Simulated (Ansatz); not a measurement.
# AlH₃F (doublet): the correlation ladder at distance Al1–H4 along a hydrogen transfer = 2.096 Å, cc-pVDZ

How much of the correlation energy of AlH₃F (doublet) does each wave-function method recover here?

The runs use Ansatz 0.2.0, Gaussian basis; cc-pVDZ, core rule «outside noble gas», up to 6 orbitals frozen.

The runs, in order: UHF; CCSD(T) on ROHF; CCSD(T) on UHF; BCCD(T) on ROHF; CISD; CCSDT(Q) on ROHF; CCSDT(Q) on UHF; CASSCF and MRCISD+Q, 3 electrons in 3 orbitals; CASSCF and NEVPT2, 3 electrons in 3 orbitals.

17 further runs of the same task are left out: 9 for a known fault of the program, 1 for a mislabelled method, 7 that didn't finish.

## 1. What is computed

The geometry derives from fragments relaxed apart (PBE0/def2-TZVP) and kept rigid, so it is no stationary point. A hydrogen atom is moved between rigid fragments.

5 atoms, charge 0, spin multiplicity 2.

Atoms are counted from 1 here; the program's logs count them from 0.

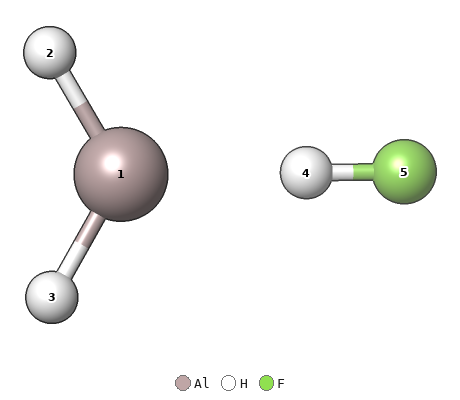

The structure; aluminium light grey, hydrogen white, fluorine green; atoms are numbered from 1 in the order of the file.

In the tables R marks a restricted open-shell determinant and U an unrestricted one; 'pair' is the active space of 3 electrons in 3 orbitals; energies count from the table's Hartree-Fock row.

## 2. UHF

The input, in.yaml:

```yaml
crystal:
  periodic: [false, false, false]
  atoms:
    - {symbol: Al, position_ang: [-1.251110, 0.000000, 0.000000]}
    - {symbol: H, position_ang: [-2.044034, 1.373384, 0.000000]}
    - {symbol: H, position_ang: [-2.044034, -1.373384, 0.000000]}
    - {symbol: H, position_ang: [0.844890, 0.000000, 0.000000]}
    - {symbol: F, position_ang: [1.948890, 0.000000, 0.000000]}
basis:
  gaussian: {orbitals: cc-pVDZ}
magnetization: {spin_polarized: true, initial_magnetization: 1}
hamiltonian: {xc: hf}
output: {orbitals: {seedname: orbitals}}
```

The run is started by

```
> ansatz run in.yaml --threads 1 --pin off --events-out ev --progress --plain --max-ram 2393MiB
```

What it wrote:

```text
Functional definition: HF
  name "HF"
  cite "Fock, Z. Phys. 61, 126 (1930) doi:10.1007/BF01340294"
  parent pbe
  exchange = exact_x
  correlation = 0
437 factors; integrals over basis functions are off by at most 2.0e-3 eV
mean field evaluation 1: about -9331.7924 eV, gradient 2.0e1 eV
mean field evaluation 2: about -9331.8122 eV, gradient 2.0e1 eV
mean field evaluation 4: about -9333.8149 eV, gradient 1.9e0 eV
mean field evaluation 8: about -9333.8838 eV, gradient 2.8e-1 eV
mean field -9333.88633708 eV, -343.0139961523 hartree, gradient 8.9e-5 eV, S^2 0.763686; 0 other end points of the search recorded, 0 dependent functions left out
reference -9333.88633708 eV, -343.0139961523 hartree; 13, 12 occupied and 34, 35 virtual orbitals, 437 factors
Total energy: -9333.88633708 eV, -343.0139961523 hartree
```

It took 0.3 s on 1 thread of Arm Neoverse V1, shared host.

From the report: ⟨S²⟩ of the determinant 0.764 (pure doublet: 0.75).

## 3. CCSD(T) on ROHF

in.yaml, as its differences from that of step 2:

```diff
@@ -10,4 +10,4 @@
   gaussian: {orbitals: cc-pVDZ}
-magnetization: {spin_polarized: true, initial_magnetization: 1}
-hamiltonian: {xc: hf}
-output: {orbitals: {seedname: orbitals}}
+magnetization: {spin_polarized: false, initial_magnetization: 1}
+correlation: {method: ccsd_t, electrons: outside_noble_gas}
+output: {forces: true}
```

The command is unchanged.

What it wrote, cut to the lines that bear on the results:

```text
Functional definition: HF
  name "HF"
  cite "Fock, Z. Phys. 61, 126 (1930) doi:10.1007/BF01340294"
  parent pbe
[...]
437 factors; integrals over basis functions are off by at most 2.0e-3 eV
[...]
mean field -9333.80786951 eV, -343.0111125225 hartree, gradient 4.4e-6 eV, S^2 0.750000; 1 other end points of the search recorded, 0 dependent functions left out
determinant -9333.80786951 eV, -343.0111125225 hartree, with singles and doubles -9341.81118513 eV, -343.3052289463 hartree
determinant -9330.94006035 eV, -342.9057224794 hartree, with singles and doubles -9339.39959242 eV, -343.2166045491 hartree
6 core orbitals not correlated: weight in the atoms' cores, before any rotation towards them, 1.000 or more for the frozen orbitals, at most 0.000 for the correlated occupied ones
reference -9333.80786951 eV, -343.0111125225 hartree; 7, 6 occupied and 34, 35 virtual orbitals, 437 factors
second order -7.33486661 eV of doubles, -0.03166619 eV of singles
cycle   1  -8.00366015 eV  change   -3.4e-4 eV  update   7.8e-4
[...]
cycle   9  -8.00370736 eV  change    1.7e-6 eV  update   7.6e-7
perturbative correction -0.11111242 eV, -0.0040833062 hartree
[...]
Total energy: -9341.92268930 eV, -343.3093266491 hartree
Atom 0 at    -1.251110     0.000000     0.000000 Å, force    -0.330576     0.000000    -0.000000 eV/Å
Atom 1 at    -2.044034     1.373384     0.000000 Å, force     0.048194     0.144550     0.000000 eV/Å
Atom 2 at    -2.044034    -1.373384     0.000000 Å, force     0.048194    -0.144550    -0.000000 eV/Å
Atom 3 at     0.844890     0.000000     0.000000 Å, force     4.309324     0.000000    -0.000000 eV/Å
Atom 4 at     1.948890     0.000000     0.000000 Å, force    -4.075136     0.000000     0.000000 eV/Å
Dipole moment:    -0.546168     0.000000     0.000000 e Å
```

Run time: 5 s. Hardware: 1 thread of Arm Neoverse V1, shared host.

From the report: correlation -8.1148 eV; T1 0.018; largest double amplitude 0.04.

## 4. CCSD(T) on UHF

in.yaml, as its differences from that of step 3:

```diff
@@ -10,3 +10,3 @@
   gaussian: {orbitals: cc-pVDZ}
-magnetization: {spin_polarized: false, initial_magnetization: 1}
+magnetization: {spin_polarized: true, initial_magnetization: 1}
 correlation: {method: ccsd_t, electrons: outside_noble_gas}
```

Launched as before.

What it wrote, cut to the lines that bear on the results:

```text
Functional definition: HF
  name "HF"
  cite "Fock, Z. Phys. 61, 126 (1930) doi:10.1007/BF01340294"
  parent pbe
[...]
437 factors; integrals over basis functions are off by at most 2.0e-3 eV
[...]
mean field -9333.88633708 eV, -343.0139961523 hartree, gradient 2.8e-6 eV, S^2 0.763686; 1 other end points of the search recorded, 0 dependent functions left out
determinant -9333.88633708 eV, -343.0139961523 hartree, with singles and doubles -9341.81358761 eV, -343.3053172360 hartree
determinant -9331.07726203 eV, -342.9107645482 hartree, with singles and doubles -9339.39890306 eV, -343.2165792155 hartree
6 core orbitals not correlated: weight in the atoms' cores, before any rotation towards them, 1.000 or more for the frozen orbitals, at most 0.000 for the correlated occupied ones
reference -9333.88633708 eV, -343.0139961523 hartree; 7, 6 occupied and 34, 35 virtual orbitals, 437 factors
second order -7.26465671 eV of doubles, -0.00000000 eV of singles
cycle   1  -7.92762126 eV  change   -3.7e-4 eV  update   7.9e-4
[...]
cycle   8  -7.92771729 eV  change    3.0e-6 eV  update   1.5e-6
perturbative correction -0.10862302 eV, -0.0039918225 hartree
[...]
Total energy: -9341.92267739 eV, -343.3093262114 hartree
Atom 0 at    -1.251110     0.000000     0.000000 Å, force    -0.331862     0.000000    -0.000000 eV/Å
Atom 1 at    -2.044034     1.373384     0.000000 Å, force     0.048305     0.144388     0.000000 eV/Å
Atom 2 at    -2.044034    -1.373384     0.000000 Å, force     0.048305    -0.144388     0.000000 eV/Å
Atom 3 at     0.844890     0.000000     0.000000 Å, force     4.315230    -0.000000     0.000000 eV/Å
Atom 4 at     1.948890     0.000000     0.000000 Å, force    -4.079979     0.000000    -0.000000 eV/Å
Dipole moment:    -0.546286     0.000000     0.000000 e Å
```

Run time: 5.5 s. Hardware: 1 thread of Arm Neoverse V1, shared host.

From the report: ⟨S²⟩ of the determinant 0.764 (pure doublet: 0.75); correlation -8.0363 eV; T1 0.014; largest double amplitude 0.04.

## 5. BCCD(T) on ROHF

in.yaml, as its differences from that of step 4:

```diff
@@ -10,4 +10,3 @@
   gaussian: {orbitals: cc-pVDZ}
-magnetization: {spin_polarized: true, initial_magnetization: 1}
-correlation: {method: ccsd_t, electrons: outside_noble_gas}
-output: {forces: true}
+magnetization: {spin_polarized: false, initial_magnetization: 1}
+correlation: {method: bccd_t, electrons: outside_noble_gas}
```

The command is unchanged.

What it wrote, cut to the lines that bear on the results:

```text
Functional definition: HF
  name "HF"
  cite "Fock, Z. Phys. 61, 126 (1930) doi:10.1007/BF01340294"
  parent pbe
[...]
437 factors; integrals over basis functions are off by at most 2.0e-3 eV
[...]
mean field -9333.80786951 eV, -343.0111125225 hartree, gradient 4.4e-6 eV, S^2 0.750000; 1 other end points of the search recorded, 0 dependent functions left out
determinant -9333.80786951 eV, -343.0111125225 hartree, with singles and doubles -9341.81118513 eV, -343.3052289463 hartree
determinant -9330.94006035 eV, -342.9057224794 hartree, with singles and doubles -9339.39959242 eV, -343.2166045491 hartree
6 core orbitals not correlated: weight in the atoms' cores, before any rotation towards them, 1.000 or more for the frozen orbitals, at most 0.000 for the correlated occupied ones
reference -9333.80786951 eV, -343.0111125225 hartree; 7, 6 occupied and 34, 35 virtual orbitals, 437 factors
second order -7.33486661 eV of doubles, -0.03166619 eV of singles
cycle   1  -7.99712298 eV  change    6.2e-3 eV  update   7.9e-3
[...]
cycle   8  -7.99489532 eV  change    7.2e-6 eV  update   1.3e-5
perturbative correction -0.12095748 eV, -0.0044451054 hartree
Total energy: -9341.92372231 eV, -343.3093646117 hartree
```

Wall time 2.7 s (1 thread of Arm Neoverse V1, shared host).

From the report: correlation -8.1159 eV; largest double amplitude 0.04.

## 6. CISD

in.yaml, as its differences from that of step 5:

```diff
@@ -11,2 +11,2 @@
 magnetization: {spin_polarized: false, initial_magnetization: 1}
-correlation: {method: bccd_t, electrons: outside_noble_gas}
+correlation: {active_space: {ras: {orbitals: [6, 1, 34], electrons: 13, max_holes: 2, max_particles: 2}, fixed_orbitals: true}}
```

Same command.

What it wrote:

```text
Functional definition: HF
  name "HF"
  cite "Fock, Z. Phys. 61, 126 (1930) doi:10.1007/BF01340294"
  parent pbe
  exchange = exact_x
  correlation = 0
437 factors; integrals over basis functions are off by at most 2.0e-3 eV
mean field evaluation 1: about -9331.7471 eV, gradient 2.7e1 eV
mean field evaluation 2: about -9331.7650 eV, gradient 2.7e1 eV
mean field evaluation 4: about -9333.7682 eV, gradient 1.8e0 eV
mean field evaluation 8: about -9333.8077 eV, gradient 8.3e-2 eV
mean field -9333.80786951 eV, -343.0111125225 hartree, gradient 4.4e-6 eV, S^2 0.750000; 0 other end points of the search recorded, 0 dependent functions left out
reference -9333.80786951 eV, -343.0111125225 hartree; 13, 12 occupied and 34, 35 virtual orbitals, 437 factors
state -9341.23584795 eV, -343.2840856953 hartree
Total energy: -9341.23584795 eV, -343.2840856953 hartree
```

Run time: 3.4 s. Hardware: 1 thread of Arm Neoverse V1, shared host.

From the report: 29,323 determinants.

## 7. CCSDT(Q) on ROHF

in.yaml, as its differences from that of step 6:

```diff
@@ -11,2 +11,2 @@
 magnetization: {spin_polarized: false, initial_magnetization: 1}
-correlation: {active_space: {ras: {orbitals: [6, 1, 34], electrons: 13, max_holes: 2, max_particles: 2}, fixed_orbitals: true}}
+correlation: {method: ccsdt_q, electrons: outside_noble_gas}
```

The command is unchanged.

What it wrote, cut to the lines that bear on the results:

```text
Functional definition: HF
  name "HF"
  cite "Fock, Z. Phys. 61, 126 (1930) doi:10.1007/BF01340294"
  parent pbe
[...]
815 factors; integrals over basis functions are off by at most 2.3e-7 eV
[...]
mean field -9333.80792996 eV, -343.0111147436 hartree, gradient 4.3e-6 eV, S^2 0.750000; 1 other end points of the search recorded, 0 dependent functions left out
determinant -9333.80792996 eV, -343.0111147436 hartree, with singles and doubles -9341.81125348 eV, -343.3052314582 hartree
determinant -9330.94012844 eV, -342.9057249819 hartree, with singles and doubles -9339.39966802 eV, -343.2166073273 hartree
6 core orbitals not correlated: weight in the atoms' cores, before any rotation towards them, 1.000 or more for the frozen orbitals, at most 0.000 for the correlated occupied ones
reference -9333.80792996 eV, -343.0111147436 hartree; 7, 6 occupied and 34, 35 virtual orbitals, 815 factors
second order -7.33492419 eV of doubles, -0.03166657 eV of singles
cycle   1  -7.69788543 eV  change   -3.3e-1 eV  update   7.4e-2
[...]
cycle  17  -8.13249594 eV  change    7.7e-7 eV  update   1.1e-6
perturbative correction -0.01526908 eV, -0.0005611283 hartree
Total energy: -9341.95569497 eV, -343.3105395853 hartree
```

Run time: 53 s. Hardware: 1 thread of Arm Neoverse V1, shared host; peak memory 0.69 GiB.

From the report: correlation -8.1478 eV; T1 0.018; largest double amplitude 0.04.

## 8. CCSDT(Q) on UHF

in.yaml, as its differences from that of step 7:

```diff
@@ -10,3 +10,3 @@
   gaussian: {orbitals: cc-pVDZ}
-magnetization: {spin_polarized: false, initial_magnetization: 1}
+magnetization: {spin_polarized: true, initial_magnetization: 1}
 correlation: {method: ccsdt_q, electrons: outside_noble_gas}
```

Launched as before.

What it wrote, cut to the lines that bear on the results:

```text
Functional definition: HF
  name "HF"
  cite "Fock, Z. Phys. 61, 126 (1930) doi:10.1007/BF01340294"
  parent pbe
[...]
815 factors; integrals over basis functions are off by at most 2.3e-7 eV
[...]
mean field -9333.88639839 eV, -343.0139984055 hartree, gradient 2.3e-6 eV, S^2 0.763686; 1 other end points of the search recorded, 0 dependent functions left out
determinant -9333.88639839 eV, -343.0139984055 hartree, with singles and doubles -9341.81365595 eV, -343.3053197476 hartree
determinant -9331.07733095 eV, -342.9107670810 hartree, with singles and doubles -9339.39897829 eV, -343.2165819800 hartree
6 core orbitals not correlated: weight in the atoms' cores, before any rotation towards them, 1.000 or more for the frozen orbitals, at most 0.000 for the correlated occupied ones
reference -9333.88639839 eV, -343.0139984055 hartree; 7, 6 occupied and 34, 35 virtual orbitals, 815 factors
second order -7.26471280 eV of doubles, -0.00000000 eV of singles
cycle   1  -7.62110934 eV  change   -3.6e-1 eV  update   7.2e-2
[...]
cycle  17  -8.05431625 eV  change    1.0e-7 eV  update   9.8e-7
perturbative correction -0.01564800 eV, -0.0005750535 hartree
Total energy: -9341.95636264 eV, -343.3105641216 hartree
```

Run time: 44 s. Hardware: 1 thread of Arm Neoverse V1, shared host; peak memory 0.54 GiB.

From the report: ⟨S²⟩ of the determinant 0.764 (pure doublet: 0.75); correlation -8.0700 eV; T1 0.015; largest double amplitude 0.04.

## 9. CASSCF and MRCISD+Q, 3 electrons in 3 orbitals

in.yaml, as its differences from that of step 8:

```diff
@@ -10,3 +10,3 @@
   gaussian: {orbitals: cc-pVDZ}
-magnetization: {spin_polarized: true, initial_magnetization: 1}
-correlation: {method: ccsdt_q, electrons: outside_noble_gas}
+magnetization: {spin_polarized: false, initial_magnetization: 1}
+correlation: {method: fic_mrcisd_q, electrons: outside_noble_gas, active_space: {window: {electrons: 3, orbitals: 3}}}
```

Same command.

What it wrote, cut to the lines that bear on the results:

```text
Functional definition: HF
  name "HF"
  cite "Fock, Z. Phys. 61, 126 (1930) doi:10.1007/BF01340294"
  parent pbe
[...]
437 factors; integrals over basis functions are off by at most 2.0e-3 eV
[...]
mean field -9333.80786951 eV, -343.0111125225 hartree, gradient 4.4e-6 eV, S^2 0.750000; 0 other end points of the search recorded, 0 dependent functions left out
reference -9333.80786951 eV, -343.0111125225 hartree; 13, 12 occupied and 34, 35 virtual orbitals, 437 factors
state -9334.59945369 eV, -343.0402027043 hartree
contracted CI cycle   1: correlation 0.00000000 eV, 0.0000000000 hartree, residual 3.02e1 eV
contracted CI cycle   2: correlation -6.52759881 eV, -0.2398848318 hartree, residual 4.56e0 eV
contracted CI cycle   3: correlation -6.73940012 eV, -0.2476683862 hartree, residual 1.09e0 eV
contracted CI cycle   4: correlation -6.75233756 eV, -0.2481438284 hartree, residual 2.84e-1 eV
[...]
contracted CI cycle   3: correlation -7.09936456 eV, -0.2608968353 hartree, residual 1.23e0 eV
contracted CI cycle   4: correlation -7.11586004 eV, -0.2615030332 hartree, residual 3.24e-1 eV
contracted CI cycle   5: correlation -7.11745977 eV, -0.2615618223 hartree, residual 1.06e-1 eV
contracted CI cycle   6: correlation -7.11760351 eV, -0.2615671046 hartree, residual 3.41e-2 eV
contracted CI cycle   7: correlation -7.11761998 eV, -0.2615677098 hartree, residual 1.24e-2 eV
contracted CI cycle   8: correlation -7.11762209 eV, -0.2615677874 hartree, residual 3.79e-3 eV
contracted CI cycle   9: correlation -7.11762230 eV, -0.2615677951 hartree, residual 1.36e-3 eV
contracted CI cycle  10: correlation -7.11762233 eV, -0.2615677960 hartree, residual 4.58e-4 eV
state -9334.19267864 eV, -343.0252539968 hartree; corrected -9341.86756329 eV, -343.3073008057 hartree
state -9334.59945369 eV, -343.0402027043 hartree; corrected -9341.86831253 eV, -343.3073283397 hartree
Total energy: -9341.86831253 eV, -343.3073283397 hartree
```

Run time: 1.9 s. Hardware: 1 thread of Arm Neoverse V1, shared host.

From the report: 9 determinants; active occupations 1.97, 1.00, 0.03.

## 10. CASSCF and NEVPT2, 3 electrons in 3 orbitals

in.yaml, as its differences from that of step 9:

```diff
@@ -11,2 +11,2 @@
 magnetization: {spin_polarized: false, initial_magnetization: 1}
-correlation: {method: fic_mrcisd_q, electrons: outside_noble_gas, active_space: {window: {electrons: 3, orbitals: 3}}}
+correlation: {method: sc_nevpt2, electrons: outside_noble_gas, active_space: {window: {electrons: 3, orbitals: 3}}}
```

Launched as before.

What it wrote, cut to the lines that bear on the results:

```text
Functional definition: HF
  name "HF"
  cite "Fock, Z. Phys. 61, 126 (1930) doi:10.1007/BF01340294"
  parent pbe
[...]
437 factors; integrals over basis functions are off by at most 2.0e-3 eV
[...]
mean field -9333.80786951 eV, -343.0111125225 hartree, gradient 4.4e-6 eV, S^2 0.750000; 0 other end points of the search recorded, 0 dependent functions left out
reference -9333.80786951 eV, -343.0111125225 hartree; 13, 12 occupied and 34, 35 virtual orbitals, 437 factors
state -9334.59945369 eV, -343.0402027043 hartree
state -9334.59945369 eV, -343.0402027043 hartree; corrected -9341.20644698 eV, -343.2830052294 hartree
state -9334.19267864 eV, -343.0252539968 hartree
state -9334.19267864 eV, -343.0252539968 hartree; corrected -9341.17134191 eV, -343.2817151417 hartree
state -9334.59945369 eV, -343.0402027043 hartree; corrected -9341.20644698 eV, -343.2830052294 hartree
Total energy: -9341.20644698 eV, -343.2830052294 hartree
```

Run time: 1.3 s. Hardware: 1 thread of Arm Neoverse V1, shared host.

From the report: 9 determinants; active occupations 1.97, 1.00, 0.03.

## 11. The ladder

The yardstick is UCCSDT(Q), where the cluster series has nearly closed. Rows without a time come out of other runs: HF, MP2 and CCSD of CCSD(T), CCSDT of CCSDT(Q), CASSCF and MRCISD of the multireference runs. The times of RCCSD(T), UCCSD(T) include forces.

Differences are taken before rounding.

```csv
method,energy from the lowest RHF (meV),from UCCSDT(Q) (meV),time
RHF,0.0,+8148.5,
UHF,-78.5,+8070.0,
RMP2,-7366.5,+782.0,
UMP2,-7343.1,+805.4,
CISD,-7428.0,+720.5,3.4 s
RCCSD,-8003.7,+144.8,
UCCSD,-8006.2,+142.3,
RCCSD(T),-8114.8,+33.7,5 s
UCCSD(T),-8114.8,+33.7,5.5 s
BCCD(T),-8115.9,+32.6,2.7 s
RCCSDT,-8132.6,+15.9,
UCCSDT,-8132.8,+15.6,
RCCSDT(Q),-8147.8,+0.7,53 s
UCCSDT(Q),-8148.5,0,44 s
CASSCF pair,-791.6,+7356.9,
NEVPT2 pair,-7398.6,+749.9,1.3 s
MRCISD pair,-7545.3,+603.2,
MRCISD+Q pair,-8060.4,+88.1,1.9 s
```

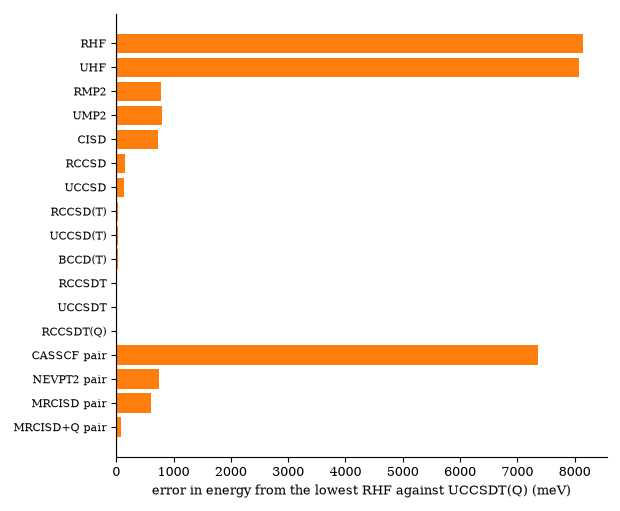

How far each level lands from UCCSDT(Q).

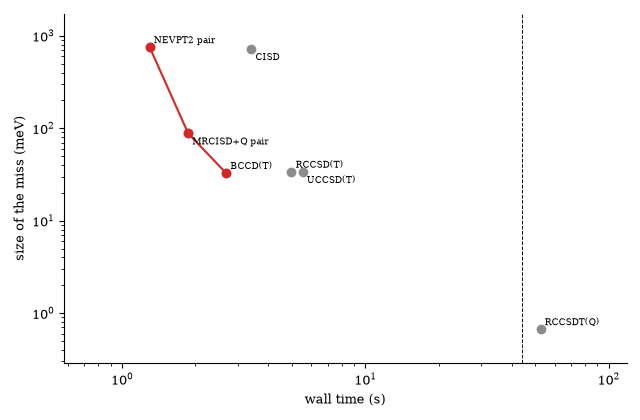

Miss against cost. Red marks the levels that no quicker level drawn beats (of those quicker than the yardstick), and the dashed line is the time of UCCSDT(Q). Times are from a shared host.

## 12. Outcome

| quantity | value |
| --- | --- |
| UCCSDT(Q) below the RHF energy | -8.1485 eV |
| RMP2 from UCCSDT(Q) | +782.0 meV |
| UMP2 from UCCSDT(Q) | +805.4 meV |
| RCCSD from UCCSDT(Q) | +144.8 meV |
| RCCSD(T) from UCCSDT(Q) | +33.7 meV |
| UCCSD(T) from UCCSDT(Q) | +33.7 meV |
| RCCSDT(Q) from UCCSDT(Q) | +0.7 meV |
| NEVPT2 pair from UCCSDT(Q) | +749.9 meV |
| MRCISD+Q pair from UCCSDT(Q) | +88.1 meV |
| levels within 1 kcal/mol (43 meV) | RCCSD(T), UCCSD(T), BCCD(T), RCCSDT, UCCSDT, RCCSDT(Q) |
| T1 diagnostic | 0.018 |

In words: RCCSD(T) lands +33.7 meV from the yardstick (0.4 % of the correlation energy). Of the multireference levels listed MRCISD+Q pair comes nearest in total energy (+88.1 meV), which doesn't show that its space is the better one. These misses are within one basis, not against nature; the frozen cores of restricted and unrestricted runs differ, which can shift their rows.

For cost: BCCD(T) gets within 32.6 meV in 2.7 s, where UCCSDT(Q) took 44 s; the quickest level in the cost chart, NEVPT2 pair, takes 1.3 s and misses by 749.9 meV.
